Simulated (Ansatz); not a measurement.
H₃Si₃ (charge −1)

Input file:

```
crystal:
  periodic: [false, false, false]
  atoms:
    - {symbol: Si, position_ang: [-3.823222, -2.338017, -0.456297]}
    - {symbol: Si, position_ang: [-3.454431, -0.164283, -0.016695]}
    - {symbol: Si, position_ang: [-1.644322, -1.877629, 0.079047]}
    - {symbol: H, position_ang: [-1.705023, -0.244476, 0.338221]}
    - {symbol: H, position_ang: [-0.493925, -1.868591, -0.905755]}
    - {symbol: H, position_ang: [-0.976365, -2.250222, 1.386082]}
basis:
  gaussian:
    orbitals: def2-TZVPD
output: {forces: true, orbitals: {seedname: orbitals}}
hamiltonian:
  xc: pbe0
total_charge: -1
```

Run with:

```sh
ansatz run input.yaml --threads 1 --pin off --max-ram 2610MiB --events-out events.jsonl --progress --plain --runs-dir runs
```

Geometry: PBE0-D3(BJ)/def2-SVPD.

Computed with isolated molecule in a Gaussian basis; Kohn-Sham density functional theory, functional PBE0 in Ansatz.

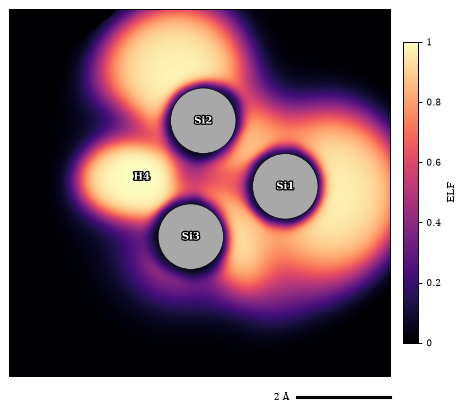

Figure 1. Electron localisation function on the plane of atoms Si1, Si3 and Si2. Grey discs cover the atomic cores.

### Interpret the plot.

The section cuts through Si and H sites. Si–Si (2.25 Å): the ELF peaks at about 0.85 between the atoms: localised, covalent bonding. Si–Si (2.29 Å): the ELF peaks at about 0.85 between the atoms, as expected for a covalent bond. Si–Si (2.49 Å): the ELF peaks at about 0.60 in the valence shell of Si, 1.1 Å from its nucleus, and is about 0.55 at the midpoint. The ELF also peaks beside Si1 and Si2, away from the bonds: lone-pair regions.

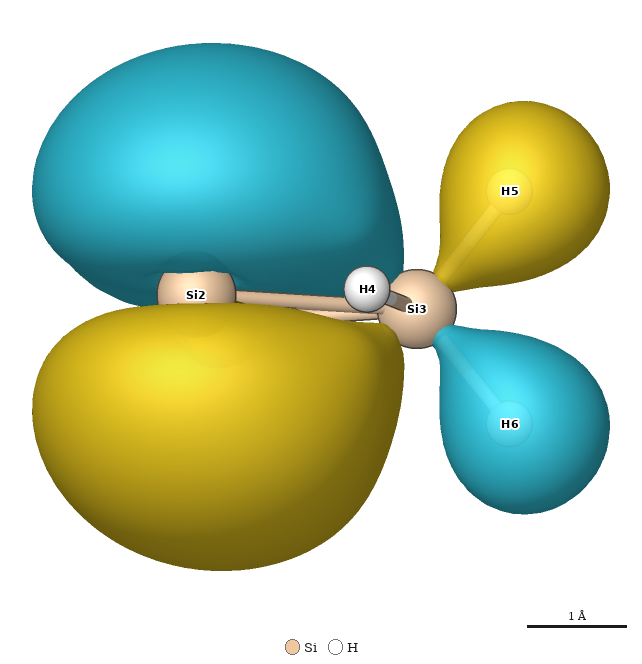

Figure 2. The HOMO at ±0.05 Å⁻³ᐟ² (yellow and cyan are the two phases), seen from one side.

### What is the character of this orbital?

Its weight (Hirshfeld) is mainly on Si2 (about 45 %), Si1 (about 40 %) and Si3 (about 10 %); π-bonding across Si2–Si1. Its energy is −0.93 eV.

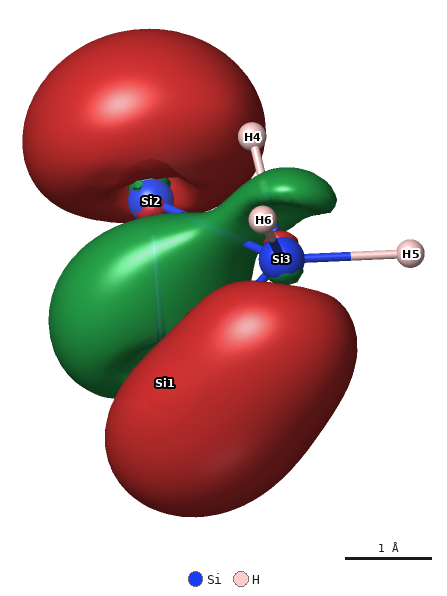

Figure 3. The HOMO−1 at ±0.1 Å⁻³ᐟ² (green and red are the two phases), seen at an oblique angle.

### What is the character of this orbital?

It lies mainly on Si2 (about 45 %), Si1 (about 35 %) and Si3 (about 15 %). Its energy is −1.07 eV.
